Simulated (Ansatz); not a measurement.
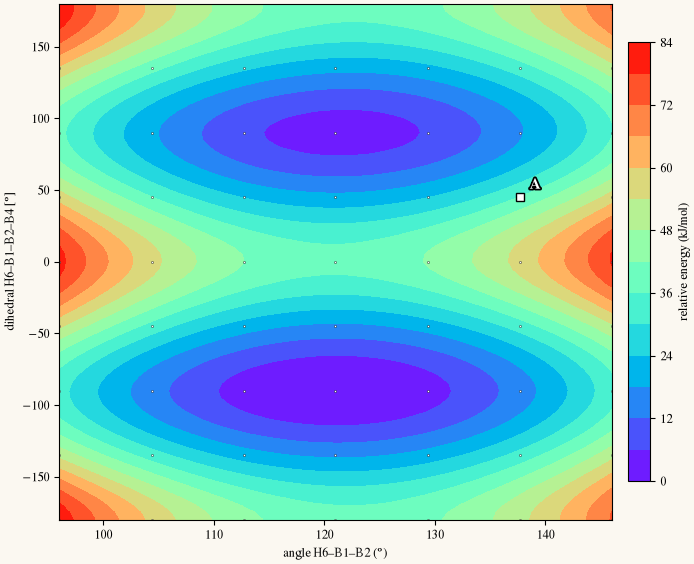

B3F2H3, SMILES BB(F)BF. 
- Coordinates scanned: (1) angle H6–B1–B2; (2) dihedral H6–B1–B2–B4.
- Nothing is relaxed (all other coordinates rigid).
- The grid has 7 × 8 points.
- Energies are in kJ/mol, from the relaxed molecule at the same level.
- These are results of Ansatz 0.2.0, RKS PBE0-D4/def2-SVP, not measurements.

In the figure: filled contours, dots at the grid points, the point A. Between grid points the surface is interpolated.

Which way does the force act at A, and how strong is it?

A, at angle H6–B1–B2 = 137.7°, dihedral H6–B1–B2–B4 = 45°, is not a stationary point. The computed force is 2 kJ/mol for each degree towards smaller values of angle H6–B1–B2 and 0.68 kJ/mol for each degree towards larger values of dihedral H6–B1–B2–B4.
